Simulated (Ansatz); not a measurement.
# BH₂+ (triplet): correlated methods under varied settings at angle H2–B1–H3 = 121.0°

Aim: run BH₂+ (triplet) at one geometry under a spread of methods and options, and see what each costs and gives.

Computed with Ansatz 0.2.0, Gaussian basis. Level: the settings change from run to run.

12 further runs of the same task are left out: 2 for a known fault of the program, 7 that didn't finish, 3 set aside as unsound or not needed.

## 1. What is computed

The geometry derives from a PBE0/def2-TZVP stationary point (not a proven minimum). One angle is set to the value named; bond lengths are kept.

3 atoms, charge 1, spin multiplicity 3.

Atoms are counted from 1 here; the program's logs count them from 0.

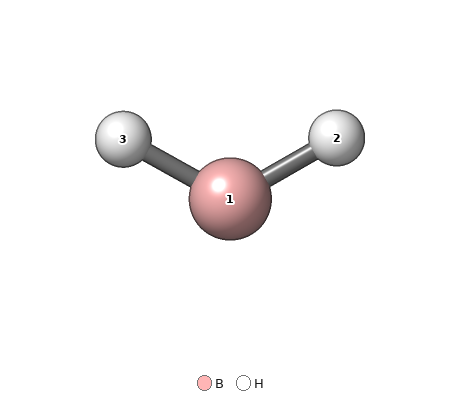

The structure; boron pink, hydrogen white; atoms are numbered from 1 in the order of the file.

## 2. BCCD on ROHF/STO-3G

in.yaml

```yaml
crystal:
  periodic: [false, false, false]
  atoms:
    - {symbol: B, position_ang: [0.000000, 0.000000, -0.099901]}
    - {symbol: H, position_ang: [0.000000, 1.123526, 0.535760]}
    - {symbol: H, position_ang: [0.000000, -1.123526, 0.535760]}
basis:
  gaussian: {orbitals: STO-3G, point_charges: [{charge: 1.00, position_ang: [4.435, -0.900, 0.786]}]}
total_charge: 1
magnetization: {spin_polarized: false, initial_magnetization: 2}
correlation: {method: bccd, electrons: outside_noble_gas}
```

Run with:

```sh
> ansatz run in.yaml --threads 1 --pin off --events-out ev --progress --plain --max-ram 2393MiB
```

Standard output, shortened:

```text
Functional definition: HF
  name "HF"
  cite "Fock, Z. Phys. 61, 126 (1930) doi:10.1007/BF01340294"
  parent pbe
[...]
85 factors; integrals over basis functions are off by at most 9.5e-6 eV
[...]
mean field -676.79505751 eV, -24.8717596152 hartree, gradient 1.1e-6 eV, S^2 2.000000; 3 other end points of the search recorded, 0 dependent functions left out
determinant -676.79505751 eV, -24.8717596152 hartree, with singles and doubles -677.90523822 eV, -24.9125580039 hartree
determinant -674.94131880 eV, -24.8036359741 hartree, with singles and doubles -675.97226771 eV, -24.8415226477 hartree
1 core orbitals not correlated: weight in the atoms' cores, before any rotation towards them, 1.000 or more for the frozen orbitals, at most 0.000 for the correlated occupied ones
reference -676.79505751 eV, -24.8717596152 hartree; 3, 1 occupied and 3, 5 virtual orbitals, 85 factors
second order -0.59911610 eV of doubles, -0.07731824 eV of singles
cycle   1  -1.11603992 eV  change   -5.9e-3 eV  update   4.1e-3
[...]
cycle  10  -1.11485406 eV  change   -2.4e-6 eV  update   2.4e-6
Total energy: -677.90991156 eV, -24.9127297461 hartree
```

Wall time 0.12 s (1 thread of Arm Neoverse V2, shared host).

From the report: correlation -1.1149 eV; largest double amplitude 0.10.

## 3. HF/def2-SVPD

in.yaml

```yaml
crystal:
  periodic: [false, false, false]
  atoms:
    - {symbol: B, position_ang: [0.000000, 0.000000, -0.099901]}
    - {symbol: H, position_ang: [0.000000, 1.123526, 0.535760]}
    - {symbol: H, position_ang: [0.000000, -1.123526, 0.535760]}
basis:
  gaussian: {orbitals: def2-SVPD}
total_charge: 1
magnetization: {spin_polarized: false, initial_magnetization: 2}
hamiltonian: {xc: hf}
output: {orbitals: {seedname: orbitals}}
```

Same command.

Standard output:

```text
Functional definition: HF
  name "HF"
  cite "Fock, Z. Phys. 61, 126 (1930) doi:10.1007/BF01340294"
  parent pbe
  exchange = exact_x
  correlation = 0
338 factors; their error is unknown
mean field evaluation 1: about -687.1364 eV, gradient 7.0e0 eV
mean field evaluation 2: about -687.6221 eV, gradient 1.9e0 eV
mean field evaluation 4: about -687.6826 eV, gradient 1.7e-1 eV
mean field evaluation 8: about -687.6896 eV, gradient 3.3e-5 eV
mean field evaluation 16: about -669.2091 eV, gradient 3.1e1 eV
mean field evaluation 32: about -683.8324 eV, gradient 4.7e0 eV
mean field -687.68959939 eV, -25.2721266448 hartree, gradient 2.8e-6 eV, S^2 2.000000; 0 other end points of the search recorded, 0 dependent functions left out
reference -687.68959939 eV, -25.2721266448 hartree; 4, 2 occupied and 32, 34 virtual orbitals, 338 factors
Total energy: -687.68959939 eV, -25.2721266448 hartree
```

Run time: 0.09 s. Hardware: 1 thread of Arm Neoverse V2, shared host.

## 4. CASCI(4,4)/cc-pVDZ

Changes to in.yaml since step 3:

```diff
@@ -7,6 +7,6 @@
 basis:
-  gaussian: {orbitals: def2-SVPD}
+  gaussian: {orbitals: cc-pVDZ}
 total_charge: 1
 magnetization: {spin_polarized: false, initial_magnetization: 2}
-hamiltonian: {xc: hf}
-output: {orbitals: {seedname: orbitals}}
+correlation: {active_space: {window: {electrons: 4, orbitals: 4}, fixed_orbitals: true}}
+scf: {lower_state_search: full}
```

The command is unchanged.

Standard output:

```text
Functional definition: HF
  name "HF"
  cite "Fock, Z. Phys. 61, 126 (1930) doi:10.1007/BF01340294"
  parent pbe
  exchange = exact_x
  correlation = 0
219 factors; integrals over basis functions are off by at most 1.3e-3 eV
mean field evaluation 1: about -687.8027 eV, gradient 6.9e0 eV
mean field evaluation 2: about -687.8030 eV, gradient 6.9e0 eV
mean field evaluation 4: about -688.3203 eV, gradient 5.5e-1 eV
mean field evaluation 8: about -688.3275 eV, gradient 6.5e-4 eV
mean field evaluation 16: about -686.8628 eV, gradient 8.6e0 eV
mean field evaluation 32: about -688.3275 eV, gradient 1.4e-3 eV
mean field evaluation 64: about -688.3275 eV, gradient 7.4e-7 eV
mean field -688.32746327 eV, -25.2955677102 hartree, gradient 6.8e-7 eV, S^2 2.000000; 6 other end points of the search recorded, 0 dependent functions left out
reference -688.32746327 eV, -25.2955677102 hartree; 4, 2 occupied and 20, 22 virtual orbitals, 219 factors
state -688.43435316 eV, -25.2994958409 hartree
Total energy: -688.43435316 eV, -25.2994958409 hartree
```

Run time: 0.1 s. Hardware: 1 thread of Arm Neoverse V2, shared host.

From the report: 8 determinants; active occupations 1.99, 1.00, 1.00, 0.01.

## 5. CCSDT(Q)/B on ROHF/cc-pVDZ

Changes to in.yaml since step 4:

```diff
@@ -10,3 +10,3 @@
 magnetization: {spin_polarized: false, initial_magnetization: 2}
-correlation: {active_space: {window: {electrons: 4, orbitals: 4}, fixed_orbitals: true}}
-scf: {lower_state_search: full}
+correlation: {method: ccsdt_q_b, electrons: outside_noble_gas}
+accuracy: high
```

The command is unchanged.

Standard output, shortened:

```text
Functional definition: HF
  name "HF"
  cite "Fock, Z. Phys. 61, 126 (1930) doi:10.1007/BF01340294"
  parent pbe
[...]
465 factors; integrals over basis functions are off by at most 3.3e-9 eV
[...]
mean field -688.32746818 eV, -25.2955678906 hartree, gradient 2.0e-8 eV, S^2 2.000000; 3 other end points of the search recorded, 0 dependent functions left out
determinant -688.32746818 eV, -25.2955678906 hartree, with singles and doubles -690.27008270 eV, -25.3669576575 hartree
determinant -686.60044320 eV, -25.2321008929 hartree, with singles and doubles -688.62455258 eV, -25.3064855407 hartree
1 core orbitals not correlated: weight in the atoms' cores, before any rotation towards them, 1.000 or more for the frozen orbitals, at most 0.000 for the correlated occupied ones
reference -688.32746818 eV, -25.2955678906 hartree; 3, 1 occupied and 20, 22 virtual orbitals, 465 factors
second order -1.30253573 eV of doubles, -0.12253980 eV of singles
cycle   1  -1.75438207 eV  change   -3.3e-1 eV  update   5.0e-2
[...]
cycle  20  -1.96489775 eV  change  -2.6e-11 eV  update  2.4e-10
perturbative correction -0.00037251 eV, -0.0000136896 hartree
Total energy: -690.29273844 eV, -25.3677902406 hartree
```

Run time: 1.5 s. Hardware: 1 thread of Arm Neoverse V2, shared host.

From the report: correlation -1.9653 eV; T1 0.028; largest double amplitude 0.10.

## 6. BCCD(T) on UHF/cc-pVTZ

in.yaml

```yaml
crystal:
  periodic: [false, false, false]
  atoms:
    - {symbol: B, position_ang: [0.000000, 0.000000, -0.099901]}
    - {symbol: H, position_ang: [0.000000, 1.123526, 0.535760]}
    - {symbol: H, position_ang: [0.000000, -1.123526, 0.535760]}
basis:
  gaussian: {orbitals: cc-pVTZ}
total_charge: 1
magnetization: {spin_polarized: true, initial_magnetization: 2}
correlation: {method: bccd_t, electrons: outside_noble_gas, diis_vectors: 12}
accuracy: high
output: {forces: true}
```

Launched as before.

Standard output, shortened:

```text
Functional definition: HF
  name "HF"
  cite "Fock, Z. Phys. 61, 126 (1930) doi:10.1007/BF01340294"
  parent pbe
[...]
881 factors; integrals over basis functions are off by at most 2.8e-9 eV
[...]
mean field -688.70544024 eV, -25.3094581074 hartree, gradient 1.3e-8 eV, S^2 2.028519; 3 other end points of the search recorded, 0 dependent functions left out
determinant -688.70544024 eV, -25.3094581074 hartree, with singles and doubles -690.68686229 eV, -25.3822740247 hartree
determinant -686.88269497 eV, -25.2424734542 hartree, with singles and doubles -689.10260387 eV, -25.3240536017 hartree
1 core orbitals not correlated: weight in the atoms' cores, before any rotation towards them, 1.000 or more for the frozen orbitals, at most 0.000 for the correlated occupied ones
reference -688.70544024 eV, -25.3094581074 hartree; 3, 1 occupied and 54, 56 virtual orbitals, 881 factors
second order -1.42912131 eV of doubles, -0.00000000 eV of singles
cycle   1  -1.91388063 eV  change   -1.6e-1 eV  update   1.9e-2
[...]
cycle  20  -1.92400626 eV  change   2.9e-10 eV  update  3.3e-10
perturbative correction -0.04559683 eV, -0.0016756527 hartree
[...]
Total energy: -690.67504333 eV, -25.3818396861 hartree
Atom 0 at     0.000000     0.000000    -0.099901 Å, force    -0.000000    -0.000000    -2.622736 eV/Å
Atom 1 at     0.000000     1.123526     0.535760 Å, force     0.000000    -0.093328     1.311368 eV/Å
Atom 2 at     0.000000    -1.123526     0.535760 Å, force     0.000000     0.093328     1.311368 eV/Å
Dipole moment:     0.000000     0.000000     0.202620 e Å
```

Run time: 11 s. Hardware: 1 thread of Arm Neoverse V2, shared host; peak memory 0.53 GiB.

From the report: ⟨S²⟩ of the determinant 2.029 (pure triplet: 2.00); correlation -1.9696 eV; largest double amplitude 0.08.

## 7. The runs in one table

| level | correlated | functions | energy (eV) | time |
| --- | --- | --- | --- | --- |
| BCCD on ROHF/STO-3G (beside a point charge) | outside noble gas | 7 | -677.9099 | 0.12 s |
| HF/def2-SVPD |  | 36 | -687.6896 | 0.09 s |
| CASCI(4,4)/cc-pVDZ |  | 24 | -688.4344 | 0.1 s |
| CCSDT(Q)/B on ROHF/cc-pVDZ | outside noble gas | 24 | -690.2927 | 1.5 s |
| BCCD(T) on UHF/cc-pVTZ | outside noble gas | 58 | -690.6750 | 11 s |

## 8. What came out

```
quantity                         value
    runs                             5
quickest          HF/def2-SVPD, 0.09 s
 slowest  BCCD(T) on UHF/cc-pVTZ, 11 s
```

**Reading.** Total energies in different bases, with other cores or another treatment of relativity can't be set against each other. BCCD(T) on UHF/cc-pVTZ took 122 times as long as HF/def2-SVPD; the jobs differ in more than the method.
